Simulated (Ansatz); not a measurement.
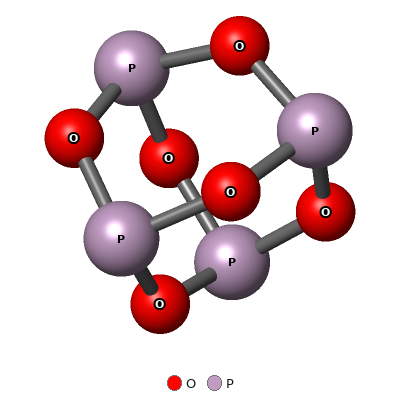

The molecule: P₄O₆, SMILES O1P2OP3OP1OP(O2)O3.

Kohn-Sham orbital energies near the frontier, revPBE/def2-TZVPP with the Ansatz code 0.2.0, at a PBE0-D4/def2-TZVP geometry (a minimum by its frequencies), isolated molecule; empty levels in grey, levels within 0.03 eV side by side.

Q: Where do the frontier orbitals lie?

A: HOMO at −6.84 eV, LUMO at −2.24 eV, 4.59 eV apart.

Q: Is the HOMO or the LUMO degenerate, or nearly so?

A: The HOMO is one of 3 levels that coincide within 0.005 eV and the LUMO is one of 2 levels that coincide within 0.005 eV.

Q: List the levels.

A:
| orbital | energy (eV) |
| --- | --- |
| LUMO+1 | −2.24 |
| LUMO | −2.24 |
| HOMO | −6.84 |
| HOMO−1 | −6.84 |
| HOMO−2 | −6.84 |

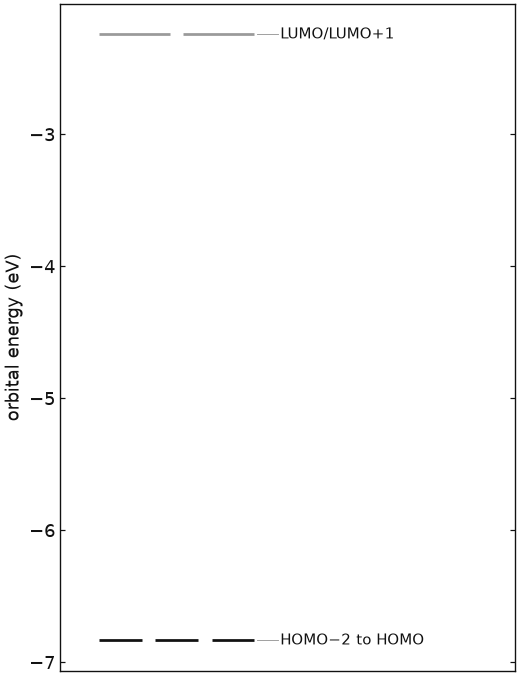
